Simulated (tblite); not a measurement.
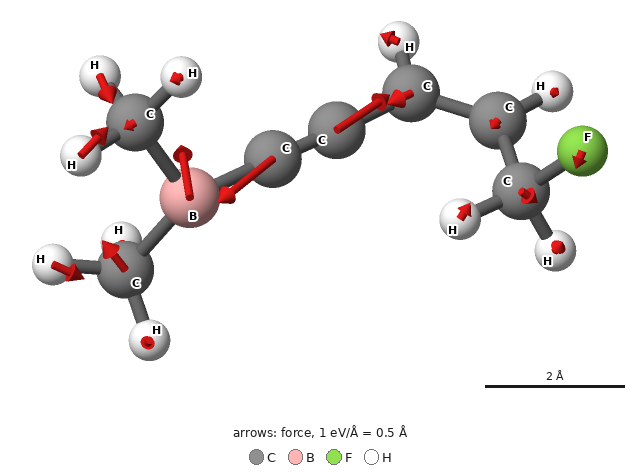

Starting geometry of C₇H₁₀BF with the computed forces as red arrows. A ball-and-stick model, seen at a tilt.

Level of theory: GFN2-xTB geometry optimisation, gas phase in tblite 0.8.0. 

### Is this structure relaxed? If not, where do the atoms go?

It isn't relaxed: the largest force vector, on a C atom, is 2.71 eV/Å. The final displacements have little in common with the starting forces (cosine between the two patterns 0.22). Over 108 geometry steps the energy falls by 15.6 kcal/mol. The atom that moves furthest after the best rigid fit is an H atom (0.59 Å). Largest moves by element: H 0.59 Å, B 0.50 Å, F 0.48 Å, C 0.34 Å. Some distances before and after: B–C 1.559 → 1.503 Å, C–H 1.132 → 1.091 Å, C–C 1.435 → 1.406 Å, C–H 1.110 → 1.088 Å. Among the angles between lasting bonds that change: B–C–H 104.5° → 112.8°, H–C–H 113.4° → 106.1°, C–B–C 114.5° → 121.4°. Groups turn about C–C by about 30°.
